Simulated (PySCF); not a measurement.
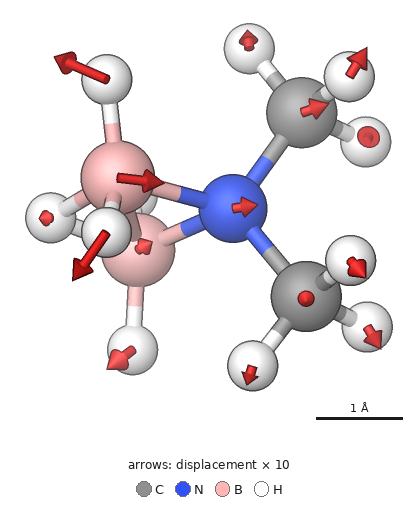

This is a relaxation of C2H11B2N. The starting structure is drawn; red arrows show the displacements, 10 times their true length. The two geometries are superimposed by the best rigid fit.

Style: ball-and-stick. Shown at a tilt.

The start comes from GFN2-xTB. Its atoms were then displaced at random by about 0.01 Å.

Method: PBE0-D3(BJ)/def2-SVP geometry optimisation, gas phase in PySCF 2.14.0, density-fitted response routines. 

**Which element moves most?**

Hydrogen: up to 0.086 Å, against 0.058 Å for boron.

**Describe the change and its energy.**

After 7 geometry steps the energy has fallen by 4.98 kcal/mol. An H atom moves most after the best rigid fit: 0.086 Å. Largest moves by element: H 0.086 Å, B 0.058 Å, C 0.036 Å, N 0.032 Å. Some distances before and after: B–H 1.158 → 1.209 Å, B–B 1.936 → 1.897 Å, C–H 1.058 → 1.095 Å, B–N 1.590 → 1.555 Å. Among the angles between lasting bonds that change: H–B–H 109.6° → 103.5°, B–H–B 93.5° → 89.3°, N–B–H 110.6° → 114.3°. Cost: 34 s on 1 thread of Arm Neoverse V2, with other jobs on the host.
